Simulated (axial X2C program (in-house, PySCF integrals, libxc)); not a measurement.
# VNa⁻: from the state search to constants

What are the state, bond length, wavenumber and bond energy of VNa⁻, and what does spin–orbit coupling change?

Method: all-electron X2C, V dyall-acv3z, Na dyall-av3z; program: an in-house X2C program for linear molecules on PySCF integrals.

All values are calculated.

### 1 Set-up

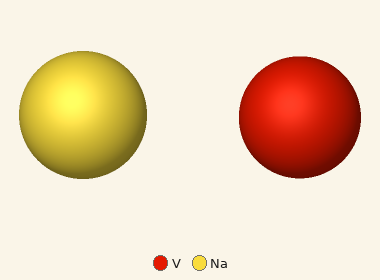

The two atoms at 2.890 Å (vanadium red, sodium yellow).

File task.json:

```json
{"zs": [23, 11], "q": -1, "bas": ["dyall-acv3z", "dyall-av3z"], "levels": ["PBE0", "HF", "r2SCAN0"], "cc": true, "r0": 2.89, "thr": -2.0, "nmax": 90, "npts": 10, "nst": 2, "ntry": 6}
```

Keys: zs atomic numbers; q charge; bas basis sets; levels methods (HF also brings MP2); cc coupled cluster on or off; r0 starting distance in Å; thr threshold in hartree for freezing inner shells (an s shell follows its p shell); nmax most natural virtual spinors; npts points asked for on the curve; nst determinants followed; ntry starts of the search.

On the command line:

```bash
python so2c.py task.json out
```

Spin-free means the one-electron spin-free X2C Hamiltonian; two-component (2c) means X2C with spin–orbit coupling and atomic mean-field two-electron Coulomb and Gaunt terms. Basis: V dyall-acv3z contracted to [11s11p7d4f2g], Na dyall-av3z contracted to [10s9p5d2f]; Gaussian nuclei, density fitting. Masses: V 50.944 u, Na 22.990 u.

Notation: σ, π±, δ± give the projection m of an orbital's angular momentum (0, ±1, ±2), α and β its spin, Λ and M_S the sums; ω is the projection of a spinor's total angular momentum and Ω the sum. Logs are in hartree.

The results follow Hamiltonian by Hamiltonian and level by level.

### 2 Which state to follow

PBE0 moves the distance from 2.890 Å to 3.375 Å and compares determinants there.

Spin-free determinants:

```
ΔE (eV)             state                                    open shells
   0.00  M_S = 5/2, Λ = 0   beyond closed shells: σα, π+α, π-α, δ+α, δ-α
   0.05  M_S = 5/2, Λ = 1    beyond closed shells: 2 × σα, π+α, δ+α, δ-α
   0.13  M_S = 5/2, Λ = 2    beyond closed shells: 2 × σα, π+α, π-α, δ+α
   0.20  M_S = 3/2, Λ = 0   beyond closed shells: σβ, π+α, π-α, δ+α, δ-α
   0.22  M_S = 3/2, Λ = 2            beyond closed shells: π+α, π-α, δ+α
   0.70  M_S = 3/2, Λ = 1  beyond closed shells: π+α, π+β, π-α, δ+α, δ-α
   0.70  M_S = 5/2, Λ = 1   beyond closed shells: 2 × π+α, π-α, δ+α, δ-α
```

Two-component determinants:

```tsv
ΔE (eV)	state	open shells
0.00	Ω = 5/2	excess of +ω over −ω: ω = 5/2
0.04	Ω = 3/2	excess of +ω over −ω: ω = 1/2, ω = -3/2, ω = 5/2
0.05	Ω = 7/2	excess of +ω over −ω: 2 × ω = 1/2, ω = 5/2
0.11	Ω = 1/2	excess of +ω over −ω: ω = 1/2
0.15	Ω = 9/2	excess of +ω over −ω: ω = 1/2, ω = 3/2, ω = 5/2
0.20	Ω = 3/2	excess of +ω over −ω: 2 × ω = -1/2, ω = 5/2
0.24	Ω = 7/2	excess of +ω over −ω: ω = -1/2, ω = 3/2, ω = 5/2
```

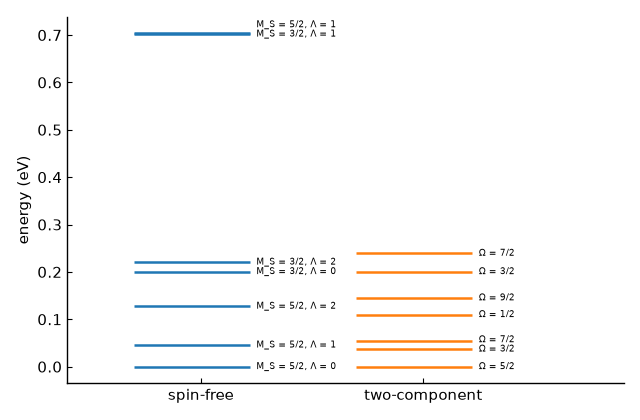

The determinants found, each set from its own lowest.

### 3 PBE0, spin-free

State followed: M_S = 5/2, Λ = 0 (beyond closed shells: σα, π+α, π-α, δ+α, δ-α). The scan is laid around 3.375 Å, a first estimate of the minimum, and this SCF restarts from the orbitals of the search.

Output at 3.375 Å:

```text
spin-free X2C-1e  PBE0
basis functions 201  fitting functions 1057  grid points 5088
iter        total energy     max residual
   1      -1111.449070733     4.73e-05
   2      -1111.449070838     5.30e-05
   3      -1111.449070887     3.19e-05
   4      -1111.449070925     1.94e-05
   5      -1111.449070937     1.37e-05
   6      -1111.449070945     6.97e-06
converged
one-electron -1617.33480902  Coulomb 526.25294869  exact exchange -14.69537303  xc functional -45.34052924  nuclear repulsion 39.66869166
```

Along the bond, energies from the lowest point:

| R (Å) | E (eV) | μ (D) | HOMO (eV) | LUMO (eV) | iterations |
| --- | --- | --- | --- | --- | --- |
| 2.936 | 0.0847 | -5.56 | 0.41 | 1.26 | 34 |
| 3.071 | 0.0353 | -5.51 | 0.38 | 1.27 | 25 |
| 3.172 | 0.0139 | -5.49 | 0.35 | 1.28 | 22 |
| 3.274 | 0.0030 | -5.47 | 0.32 | 1.29 | 19 |
| 3.375 | 0.0000 | -5.47 | 0.29 | 1.30 | 6 |
| 3.493 | 0.0050 | -5.48 | 0.26 | 1.31 | 19 |
| 3.611 | 0.0163 | -5.50 | 0.23 | 1.31 | 19 |
| 3.763 | 0.0377 | -5.55 | 0.18 | 1.32 | 18 |
| 3.949 | 0.0708 | -5.63 | 0.13 | 1.32 | 18 |
| 4.219 | 0.1250 | -5.78 | 0.07 | 1.33 | 20 |

Dipoles are positive if Na is the positive end and refer to the centre of mass.

Outer orbitals at the reference distance:

```tsv
symmetry	occupied	ε (eV)	atomic character
π+α	yes	-27.75	100% Na p
π-α	yes	-27.75	100% Na p
π-β	yes	-27.74	100% Na p
π+β	yes	-27.74	100% Na p
σα	yes	-27.73	100% Na p
σβ	yes	-27.72	100% Na p
σα	yes	-1.14	63% V s, 22% Na s, 9% Na p
π+α	yes	-0.69	99% V d
π-α	yes	-0.69	99% V d
σβ	yes	-0.30	43% Na s, 38% V s, 8% Na p
δ-α	yes	-0.08	100% V d
δ+α	yes	-0.08	100% V d
σα	yes	0.29	40% Na s, 27% V p, 24% Na p
σα	no	1.30	52% Na p, 37% Na s, 9% V p
σα	no	1.32	38% Na p, 34% Na s, 25% V p
π+α	no	1.34	99% Na p
π-α	no	1.34	99% Na p
```

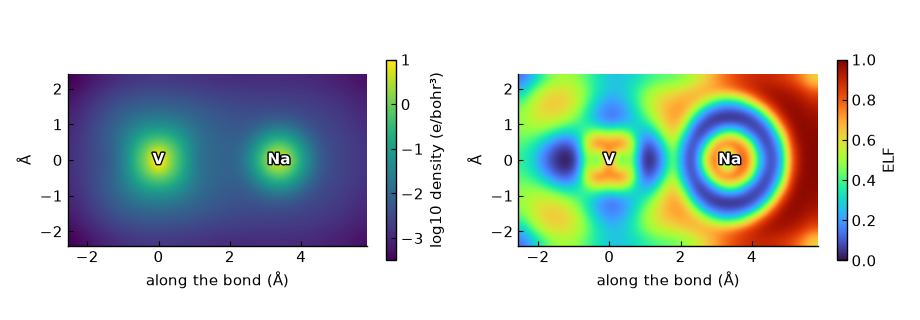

PBE0 fields in a plane through the axis, from a grid of 0.3 Å; V lies at z = 0 and Na at z = 3.375 Å; the ELF is damped to zero where the density is low.

Re = 3.364 Å, ωe = 105.8 cm⁻¹, Be = 0.09403 cm⁻¹, De = 0.739 eV, μ = -5.47 D.

### 4 HF, spin-free

The SCF at the reference distance of 3.375 Å:

```text
spin-free X2C-1e  HF
basis functions 201  fitting functions 1057  grid points 5088
iter        total energy     max residual
   1      -1110.194660802     2.02e-01
   2      -1110.216440376     6.53e-03
   3      -1110.219796559     1.78e-02
   4      -1110.220550664     7.08e-03
   5      -1110.220959319     2.85e-03
   6      -1110.221210505     6.52e-03
   7      -1110.221324353     3.23e-03
   8      -1110.221350785     2.31e-04
   9      -1110.221356555     5.74e-04
  10      -1110.221358669     3.77e-04
  11      -1110.221359229     5.32e-05
  12      -1110.221359372     5.84e-05
  13      -1110.221359414     4.63e-05
  14      -1110.221359430     7.37e-06
  15      -1110.221359437     1.21e-05
  16      -1110.221359440     1.16e-05
  17      -1110.221359441     3.38e-06
  18      -1110.221359441     1.53e-06
converged
one-electron -1617.37642883  Coulomb 526.41058405  exact exchange -58.92420633  xc functional 0.00000000  nuclear repulsion 39.66869166
```

No constants are quoted: too few points lie around the minimum for a second fit to confirm the first.

### 5 r2SCAN0, spin-free

The SCF at the reference distance of 3.375 Å:

```text
spin-free X2C-1e  r2SCAN0
basis functions 201  fitting functions 1057  grid points 5088
iter        total energy     max residual
   1      -1111.653929826     6.06e-02
   2      -1111.656212015     3.05e-03
   3      -1111.656254445     6.59e-03
   4      -1111.656415118     1.80e-03
   5      -1111.656429018     1.10e-03
   6      -1111.656436134     2.05e-04
   7      -1111.656437964     1.03e-04
   8      -1111.656438548     5.78e-05
   9      -1111.656438684     3.31e-05
  10      -1111.656438725     1.94e-05
  11      -1111.656438737     9.58e-06
  12      -1111.656438741     3.16e-06
converged
one-electron -1617.49455288  Coulomb 526.44973120  exact exchange -14.70680416  xc functional -45.57350456  nuclear repulsion 39.66869166
```

Re = 3.424 Å, ωe = 102.5 cm⁻¹, Be = 0.09079 cm⁻¹, De = 0.743 eV, μ = -5.52 D.

### 6 MP2, spin-free

Correlated methods: 15 electrons correlated (frozen shells, counted by type: V 3 s, 2 p; Na 1 s), 337 virtual spinors in MP2.

Output of the correlated part at 3.375 Å:

```text
correlated 15  virtual 337  natural virtual 90  E(MP2) -0.359765797  MP2 remainder -0.044136500
iter   CCSD correlation   residual
   1     -0.327427148   1.50e-01
   2     -0.338385627   8.80e-02
   3     -0.339315654   4.21e-02
   4     -0.340266470   2.48e-02
   5     -0.340927780   1.12e-02
   6     -0.340949028   4.84e-03
   7     -0.340911898   2.01e-03
   8     -0.340935756   9.92e-04
   9     -0.340926903   6.08e-04
  10     -0.340932660   4.09e-04
  11     -0.340929325   2.29e-04
  12     -0.340928419   1.16e-04
  13     -0.340928067   5.50e-05
  14     -0.340927798   2.92e-05
  15     -0.340927691   1.69e-05
  16     -0.340927533   9.63e-06
  17     -0.340927392   5.25e-06
  18     -0.340927318   2.97e-06
  19     -0.340927266   1.70e-06
  20     -0.340927242   1.05e-06
  21     -0.340927235   6.91e-07
(T) -0.007926157  T1 0.0686  D1 0.2048  max T2 0.099
```

T1 in the output is the amplitude norm over the root of the electron number; divide by √2 for the Lee–Taylor value.

Coupled cluster ran at too few distances for a curve.

MP2: No constants are quoted: the reference is strongly spin-contaminated.

### 7 A higher determinant, spin-free

State: M_S = 5/2, Λ = 1 (beyond closed shells: 2 × σα, π+α, δ+α, δ-α).

Output at the reference distance:

```text
spin-free X2C-1e  PBE0
basis functions 201  fitting functions 1057  grid points 5088
iter        total energy     max residual
   1      -1111.447398071     3.65e-05
   2      -1111.447398119     3.62e-05
   3      -1111.447398167     3.82e-05
   4      -1111.447398186     1.88e-05
   5      -1111.447398196     1.33e-05
converged
one-electron -1617.28407434  Coulomb 526.18985305  exact exchange -14.69198449  xc functional -45.32988407  nuclear repulsion 39.66869166
```

| R (Å) | E above the lowest PBE0 point (eV) |
| --- | --- |
| 2.936 | 0.121 |
| 3.071 | 0.073 |
| 3.172 | 0.054 |
| 3.274 | 0.046 |
| 3.375 | 0.046 |
| 3.493 | 0.053 |
| 3.611 | 0.068 |
| 3.763 | 0.092 |
| 3.949 | 0.128 |

Re = 3.326 Å, ωe = 110.5 cm⁻¹, Be = 0.09619 cm⁻¹, μ = -5.61 D. Te = 0.04 eV.

### 8 The spin-free curves together

Energy (eV) of the followed determinant, spin-free, from each level's lowest point:

| R (Å) | PBE0 | HF | MP2 (spin-contaminated) | r2SCAN0 |
| --- | --- | --- | --- | --- |
| 2.936 | 0.085 | 0.328 | 0.074 | 0.107 |
| 3.071 | 0.035 | 0.226 | 0.031 | 0.050 |
| 3.172 | 0.014 | 0.166 | 0.012 | 0.023 |
| 3.274 | 0.003 | 0.118 | 0.003 | 0.007 |
| 3.375 | 0.000 | 0.081 | 0.000 | 0.000 |
| 3.493 | 0.005 | 0.048 | 0.004 | 0.001 |
| 3.611 | 0.016 | 0.026 | 0.014 | 0.009 |
| 3.763 | 0.038 | 0.008 | 0.034 | 0.026 |
| 3.949 | 0.071 | 0.000 | 0.064 | 0.054 |
| 4.219 | 0.125 | 0.006 | 0.116 | 0.103 |

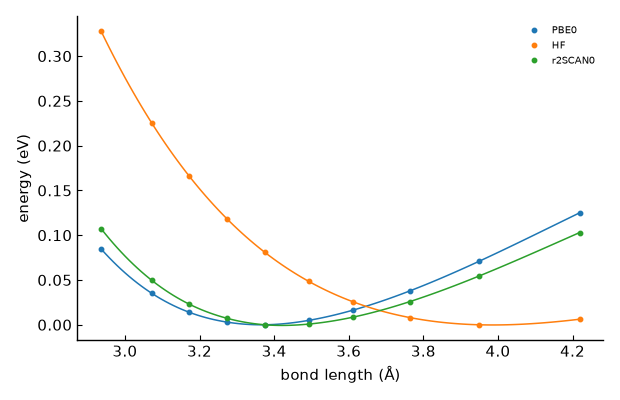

Curves of the followed state, spin-free, each from its own lowest point. Left out: MP2.

### 9 PBE0, 2c

State followed: Ω = 5/2 (excess of +ω over −ω: ω = 5/2). The scan is laid around 3.375 Å, a first estimate of the minimum, and this SCF restarts from the orbitals of the search.

Output at 3.375 Å:

```text
two-component X2C + atomic mean field  PBE0
basis functions 201  fitting functions 1057  grid points 5088
iter        total energy     max residual
   1      -1111.215222368     9.41e-05
   2      -1111.215222376     2.09e-05
   3      -1111.215222381     2.99e-05
   4      -1111.215222382     8.98e-06
converged
one-electron -1616.74544930  Coulomb 526.12223160  exact exchange -14.69168396  xc functional -45.32907639  nuclear repulsion 39.66869166  atomic mean-field constant -0.23993600
```

Along the bond, energies from the lowest point:

| R (Å) | E (eV) | μ (D) | HOMO (eV) | LUMO (eV) | iterations |
| --- | --- | --- | --- | --- | --- |
| 2.936 | 0.0847 | -5.57 | 0.41 | 1.26 | 35 |
| 3.071 | 0.0354 | -5.52 | 0.38 | 1.27 | 24 |
| 3.172 | 0.0140 | -5.49 | 0.35 | 1.28 | 23 |
| 3.274 | 0.0030 | -5.48 | 0.32 | 1.29 | 18 |
| 3.375 | 0.0000 | -5.47 | 0.30 | 1.30 | 4 |
| 3.493 | 0.0049 | -5.48 | 0.26 | 1.31 | 19 |
| 3.611 | 0.0163 | -5.50 | 0.23 | 1.31 | 17 |
| 3.763 | 0.0376 | -5.55 | 0.19 | 1.32 | 18 |
| 3.949 | 0.0706 | -5.63 | 0.13 | 1.32 | 20 |
| 4.219 | 0.1248 | -5.78 | 0.07 | 1.33 | 20 |

Dipoles are positive if Na is the positive end and refer to the centre of mass.

Outer spinors at the reference distance:

```json
{"ω": "-1/2", "occupied": "yes", "ε (eV)": "-27.84", "atomic character": "100% Na p", "λ mixture": "74% π, 26% σ"}
{"ω": "1/2", "occupied": "yes", "ε (eV)": "-27.83", "atomic character": "100% Na p", "λ mixture": "68% π, 32% σ"}
{"ω": "3/2", "occupied": "yes", "ε (eV)": "-27.69", "atomic character": "100% Na p", "λ mixture": "100% π"}
{"ω": "-3/2", "occupied": "yes", "ε (eV)": "-27.67", "atomic character": "100% Na p", "λ mixture": "100% π"}
{"ω": "1/2", "occupied": "yes", "ε (eV)": "-27.67", "atomic character": "100% Na p", "λ mixture": "68% σ, 32% π"}
{"ω": "-1/2", "occupied": "yes", "ε (eV)": "-27.67", "atomic character": "100% Na p", "λ mixture": "74% σ, 26% π"}
{"ω": "1/2", "occupied": "yes", "ε (eV)": "-1.13", "atomic character": "63% V s, 22% Na s, 9% Na p", "λ mixture": "100% σ"}
{"ω": "-1/2", "occupied": "yes", "ε (eV)": "-0.70", "atomic character": "99% V d", "λ mixture": "100% π"}
{"ω": "3/2", "occupied": "yes", "ε (eV)": "-0.68", "atomic character": "99% V d", "λ mixture": "100% π"}
{"ω": "-1/2", "occupied": "yes", "ε (eV)": "-0.30", "atomic character": "43% Na s, 38% V s, 8% Na p", "λ mixture": "100% σ"}
{"ω": "-3/2", "occupied": "yes", "ε (eV)": "-0.11", "atomic character": "100% V d", "λ mixture": "100% δ"}
{"ω": "5/2", "occupied": "yes", "ε (eV)": "-0.07", "atomic character": "100% V d", "λ mixture": "100% δ"}
{"ω": "1/2", "occupied": "yes", "ε (eV)": "0.30", "atomic character": "40% Na s, 27% V p, 24% Na p", "λ mixture": "100% σ"}
{"ω": "1/2", "occupied": "no", "ε (eV)": "1.30", "atomic character": "62% Na p, 29% Na s, 7% V p", "λ mixture": "100% σ"}
{"ω": "1/2", "occupied": "no", "ε (eV)": "1.32", "atomic character": "42% Na s, 28% Na p, 27% V p", "λ mixture": "100% σ"}
{"ω": "-1/2", "occupied": "no", "ε (eV)": "1.34", "atomic character": "99% Na p", "λ mixture": "100% π"}
{"ω": "3/2", "occupied": "no", "ε (eV)": "1.34", "atomic character": "99% Na p", "λ mixture": "100% π"}
```

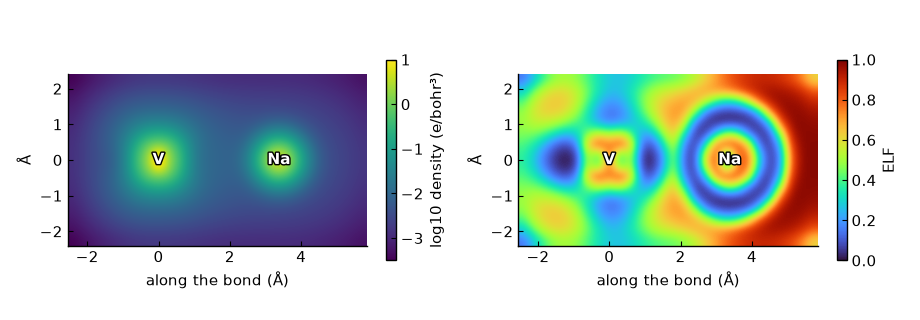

PBE0 fields in a plane through the axis, from a grid of 0.3 Å; V lies at z = 0 and Na at z = 3.375 Å; the ELF is damped to zero where the density is low.

Re = 3.364 Å, ωe = 105.8 cm⁻¹, Be = 0.09401 cm⁻¹, De = 0.738 eV, μ = -5.47 D.

### 10 HF, 2c

Output at 3.375 Å:

```text
two-component X2C + atomic mean field  HF
basis functions 201  fitting functions 1057  grid points 5088
iter        total energy     max residual
   1      -1109.961197869     2.02e-01
   2      -1109.982973638     6.52e-03
   3      -1109.986327461     1.78e-02
   4      -1109.987080574     7.08e-03
   5      -1109.987488991     2.85e-03
   6      -1109.987740097     6.52e-03
   7      -1109.987853858     3.23e-03
   8      -1109.987880241     2.30e-04
   9      -1109.987886015     5.75e-04
  10      -1109.987888134     3.78e-04
  11      -1109.987888699     5.34e-05
  12      -1109.987888846     5.96e-05
  13      -1109.987888891     4.85e-05
  14      -1109.987888911     8.17e-06
  15      -1109.987888920     1.41e-05
  16      -1109.987888925     1.50e-05
  17      -1109.987888927     5.28e-06
  18      -1109.987888928     2.52e-06
converged
one-electron -1616.78723009  Coulomb 526.28005938  exact exchange -58.90947388  xc functional 0.00000000  nuclear repulsion 39.66869166  atomic mean-field constant -0.23993600
```

No constants are quoted: too few points lie around the minimum for a second fit to confirm the first.

### 11 r2SCAN0, 2c

The SCF at the reference distance of 3.375 Å:

```text
two-component X2C + atomic mean field  r2SCAN0
basis functions 201  fitting functions 1057  grid points 5088
iter        total energy     max residual
   1      -1111.419992026     6.06e-02
   2      -1111.422273842     3.05e-03
   3      -1111.422316103     6.62e-03
   4      -1111.422477934     1.81e-03
   5      -1111.422491843     1.09e-03
   6      -1111.422498911     2.03e-04
   7      -1111.422500737     1.03e-04
   8      -1111.422501321     5.66e-05
   9      -1111.422501457     3.30e-05
  10      -1111.422501498     1.88e-05
  11      -1111.422501511     9.46e-06
  12      -1111.422501515     3.22e-06
converged
one-electron -1616.90594911  Coulomb 526.31982659  exact exchange -14.70312850  xc functional -45.56200615  nuclear repulsion 39.66869166  atomic mean-field constant -0.23993600
```

Re = 3.424 Å, ωe = 102.4 cm⁻¹, Be = 0.09077 cm⁻¹, De = 0.742 eV, μ = -5.52 D.

### 12 Correlated methods, 2c

Correlated methods: 15 electrons correlated (frozen shells, counted by type: V 3 s, 2 p; Na 1 s), 337 virtual spinors in MP2.

MP2: No constants are quoted: the reference is strongly spin-contaminated.

### 13 A higher determinant, 2c

State: Ω = 3/2 (excess of +ω over −ω: ω = 1/2, ω = -3/2, ω = 5/2).

Output at the reference distance:

```text
two-component X2C + atomic mean field  PBE0
basis functions 201  fitting functions 1057  grid points 5088
iter        total energy     max residual
   1      -1111.213862725     8.35e-05
   2      -1111.213862730     1.67e-05
converged
one-electron -1616.69921482  Coulomb 526.06357470  exact exchange -14.68835308  xc functional -45.31862519  nuclear repulsion 39.66869166  atomic mean-field constant -0.23993600
```

| R (Å) | E above the lowest PBE0 point (eV) |
| --- | --- |
| 2.936 | 0.112 |
| 3.071 | 0.065 |
| 3.172 | 0.046 |
| 3.274 | 0.037 |
| 3.375 | 0.037 |
| 3.493 | 0.045 |
| 3.611 | 0.059 |
| 3.763 | 0.083 |
| 3.949 | 0.119 |

Re = 3.327 Å, ωe = 110.4 cm⁻¹, Be = 0.09616 cm⁻¹, μ = -5.62 D. Te = 0.04 eV.

### 14 The 2c curves together

Energy (eV) of the followed determinant, 2c, from each level's lowest point:

| R (Å) | PBE0 | HF | MP2 (spin-contaminated) | r2SCAN0 |
| --- | --- | --- | --- | --- |
| 2.936 | 0.085 | 0.328 | 0.074 | 0.107 |
| 3.071 | 0.035 | 0.226 | 0.031 | 0.050 |
| 3.172 | 0.014 | 0.166 | 0.012 | 0.023 |
| 3.274 | 0.003 | 0.118 | 0.003 | 0.007 |
| 3.375 | 0.000 | 0.081 | 0.000 | 0.000 |
| 3.493 | 0.005 | 0.048 | 0.004 | 0.001 |
| 3.611 | 0.016 | 0.026 | 0.014 | 0.008 |
| 3.763 | 0.038 | 0.008 | 0.034 | 0.026 |
| 3.949 | 0.071 | 0.000 | 0.064 | 0.054 |
| 4.219 | 0.125 | 0.006 | 0.115 | 0.103 |

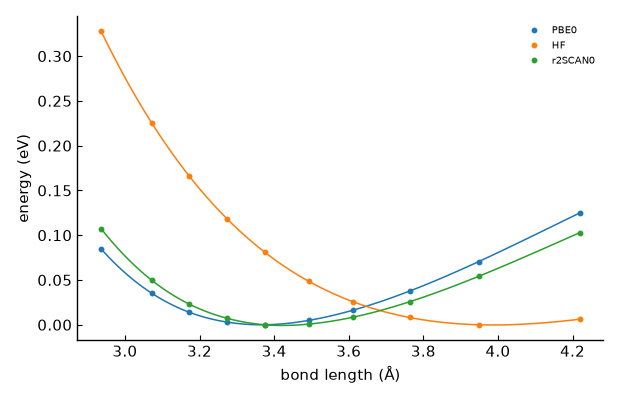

Curves of the followed state, 2c, each from its own lowest point. Left out: MP2.

Time for the job: 3.5 min (1 thread of Intel Xeon 6975P-C (Granite Rapids), shared host); peak memory 0.96 GiB.

### 15 Constants

Lowest determinant that the search found at its distance, spin-free: M_S = 5/2, Λ = 0 (beyond closed shells: σα, π+α, π-α, δ+α, δ-α).

Lowest determinant that the search found at its distance, 2c: Ω = 5/2 (excess of +ω over −ω: ω = 5/2).

```json
{"Hamiltonian": "spin-free", "level": "PBE0", "Re (Å)": "3.364", "ωe (cm⁻¹)": "105.8", "De (eV)": "0.739"}
{"Hamiltonian": "spin-free", "level": "r2SCAN0", "Re (Å)": "3.424", "ωe (cm⁻¹)": "102.5", "De (eV)": "0.743"}
{"Hamiltonian": "2c", "level": "PBE0", "Re (Å)": "3.364", "ωe (cm⁻¹)": "105.8", "De (eV)": "0.738"}
{"Hamiltonian": "2c", "level": "r2SCAN0", "Re (Å)": "3.424", "ωe (cm⁻¹)": "102.4", "De (eV)": "0.742"}
```

No constants: spin-free HF (too few points lie around the minimum for a second fit to confirm the first); spin-free MP2 (the reference is strongly spin-contaminated); 2c HF (too few points lie around the minimum for a second fit to confirm the first); 2c MP2 (the reference is strongly spin-contaminated).

Time per point (s) on 1 thread of Intel Xeon 6975P-C (Granite Rapids), shared host (2c runs); the times are rough: PBE0 1.3, r2SCAN0 1.9.

At PBE0, going from spin-free to two-component changes Re by 0 mÅ, ωe by -0.1 %, which is small (part of it comes from the scalar share of the two-electron terms). De moves by 0.00 eV; both De rest on single-determinant atoms, which can miss part of an open shell's spin–orbit lowering. The highest occupied level is positive at the mean-field levels quoted, but negative in the Hartree–Fock runs, so self-interaction plays a part.

De refers to V + Na-, each in the lowest determinant found, which need not be this curve's own limit. Each curve is one determinant whose occupation by symmetry is held fixed; it was picked as the lowest of a PBE0 search that is not exhaustive. De is counted from the lowest determinant-based energies of the atoms at the same level, without counterpoise correction. Density functionals use the spin component along the axis (collinear). The meta-GGAs lack a current-density term, which matters for open shells with orbital currents, atoms included. With several unpaired electrons one determinant need not be a pure state. The spin-free determinant is spin-contaminated at some levels.
